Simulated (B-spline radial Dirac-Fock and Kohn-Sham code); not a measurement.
The ion Nb⁺ in the configuration [Kr] 4d4, inside a Watson sphere of charge −1 and radius 1.6 Å that stands in for a crystal. Method: independent-particle rates on relativistic LDA orbitals of the hole state (multipoles to L = 3), energies from Dirac–Fock ΔSCF (computed with a radial B-spline solver).

What should this plot look like? X-ray emission lines that fill an L2 (2p1/2) hole, broadened by a Gaussian of 2.6 eV full width. Multiplet splitting by the open shell is left out.

The strongest line is L2-M4 (Lβ1) at 2.2589 keV with 94.0 % of the photons, then L2-M1 (Lη) at 1.9945 keV (2.8 %), L2-N4 (Lγ1) at 2.4661 keV (2.7 %), L2-N1 at 2.4027 keV (0.49 %), L2-M3 at 2.1002 keV (0.021 %). The hole has a width of 1.73 eV and a fluorescence yield of 0.0330.

Here it is:

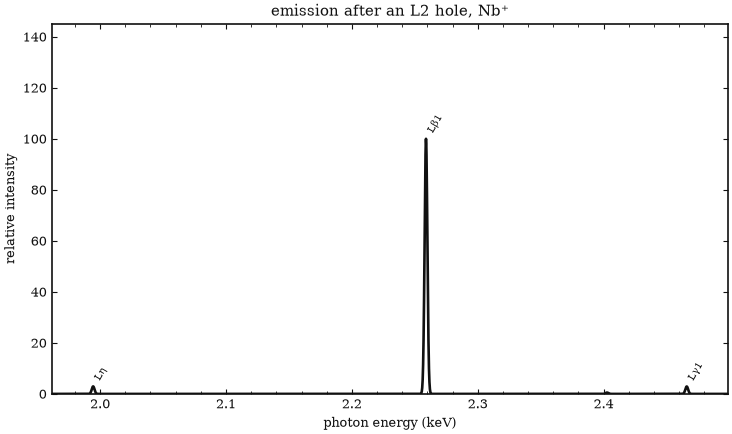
